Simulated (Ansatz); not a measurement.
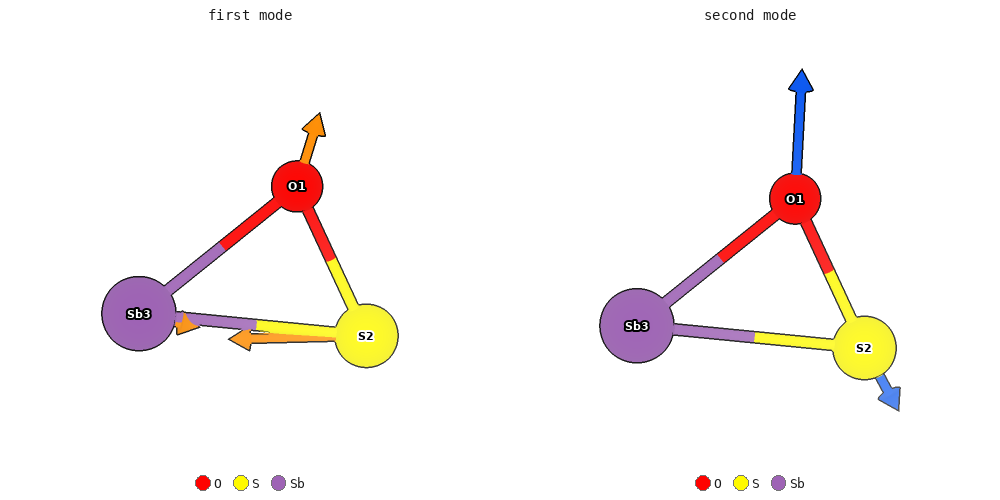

The system is OSSb, SMILES [O]1[S][Sb]1, spin multiplicity 2; the picture shows the reference structure; its two panels give the patterns of the first and the second mode as arrows. The first coordinate is: normal mode 1 (371 cm⁻¹); the second: normal mode 3 (686 cm⁻¹). Nothing is relaxed (straight displacements along the two mass-weighted modes). The scan uses a 9 × 9 grid. Points are written as (first, second). Energies are in kJ/mol, from the lowest grid point. Theory: Ansatz 0.2.0, UKS PBE-D4/def2-TZVP.

Its coordinates:

```xyz
3

O     0.6776    0.5879    0.4382
S    -0.8564    0.7532   -0.3866
Sb    0.1788   -1.3411   -0.0516
```

Range: normal mode 1 (371 cm⁻¹) from −1.088 to 1.088 amu½·Å; normal mode 3 (686 cm⁻¹) from −0.589 to 0.589 amu½·Å.

Q: What will the energy surface look like?

A: The lowest grid point is at (0.000 amu½·Å, 0.000 amu½·Å). No other kind of well shows on this grid. The highest grid point, (1.088 amu½·Å, −0.589 amu½·Å), lies 78.5 kJ/mol above the lowest.

```csv
"normal mode 3 (686 cm⁻¹) ↓, normal mode 1 (371 cm⁻¹) →",−1.088,−0.816,−0.544,−0.272,0.000,0.272,0.544,0.816,1.088
0.589,44.0,35.8,29.3,25.0,23.5,25.4,31.6,42.9,60.6
0.442,34.9,26.5,19.8,15.4,13.9,15.8,22.2,33.8,52.0
0.294,27.8,19.3,12.6,8.1,6.5,8.5,14.9,26.8,45.4
0.147,23.1,14.6,7.9,3.4,1.7,3.7,10.2,22.3,41.3
0.000,21.2,12.9,6.2,1.7,0.0,2.0,8.5,20.8,40.1
−0.147,22.6,14.5,8.0,3.5,1.9,3.9,10.5,22.9,42.5
−0.294,27.7,20.0,13.8,9.6,8.1,10.1,16.8,29.3,49.1
−0.442,37.0,30.1,24.5,20.6,19.3,21.5,28.2,40.8,60.8
−0.589,51.3,45.4,40.7,37.5,36.6,38.9,45.7,58.4,78.5
```

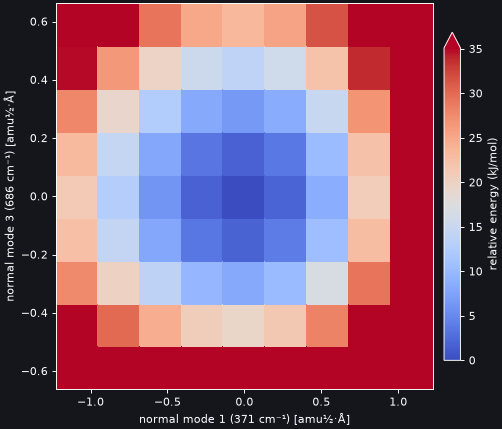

Drawn: one coloured cell a grid point, one colour for all values above the top of the scale.

Time for the 81 points that were run: 14 min on 1 thread of Intel(R) Xeon(R) 6975P-C (Granite Rapids), on a shared host.
